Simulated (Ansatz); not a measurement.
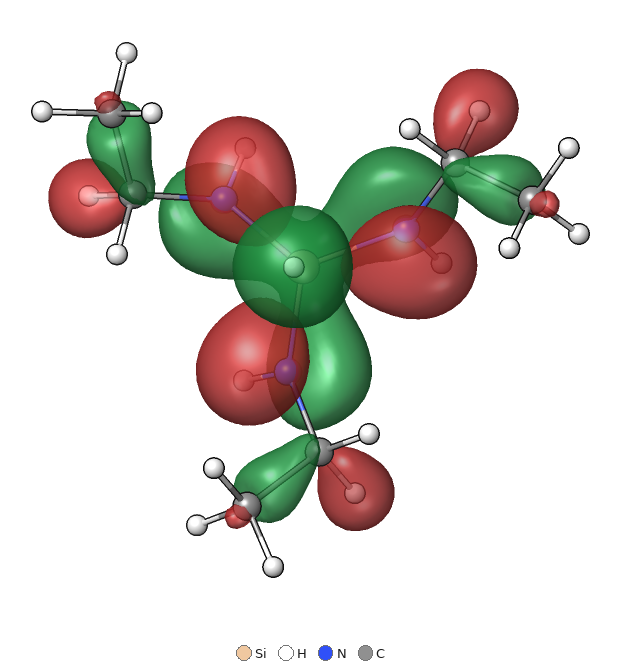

*C₆H₁₉N₃Si. The HOMO at ±0.08 Å⁻³ᐟ² (green and red are the two phases), seen across its widest extent.*

Geometry: r2SCAN-D4/def2-SVP.

Computed with RKS PBE0-D4/def2-TZVP (Ansatz 0.2.0).

```
atom    x (Å)    y (Å)    z (Å)
  Si   0.0207   0.0476  -0.2385
   H   0.0485   0.0483   1.2670
   N   1.6512  -0.0053  -0.8081
   C   2.7976   0.6202  -0.1787
   C   3.7423  -0.3740   0.4906
   H   1.8790  -0.6734  -1.5395
   H   3.3664   1.2321  -0.9092
   H   2.4246   1.3375   0.5758
   H   3.2153  -0.9414   1.2753
   H   4.6078   0.1337   0.9476
   H   4.1299  -1.1001  -0.2447
   N  -0.7656   1.4683  -0.8351
   C  -1.9690   2.0596  -0.2820
   C  -1.7079   3.2926   0.5786
   H  -0.2227   2.0898  -1.4283
   H  -2.6844   2.3206  -1.0885
   H  -2.4804   1.2884   0.3229
   H  -1.0528   3.0418   1.4286
   H  -2.6455   3.7177   0.9738
   H  -1.2059   4.0792  -0.0100
   N  -0.8545  -1.3300  -0.8035
   C  -0.8165  -2.6602  -0.2285
   C  -2.0785  -3.0267   0.5471
   H  -1.6009  -1.1751  -1.4754
   H  -0.6331  -3.4234  -1.0124
   H   0.0592  -2.7165   0.4439
   H  -2.2412  -2.3218   1.3786
   H  -2.0184  -4.0472   0.9605
   H  -2.9654  -2.9825  -0.1077
```

Question: What is the character of this orbital?

Answer: Its weight (Hirshfeld) is mainly on N3 (about 20 %), N21 (about 20 %), N12 (about 20 %), Si1 (about 10 %) and H2 (about 5 %). Its energy is −6.17 eV.
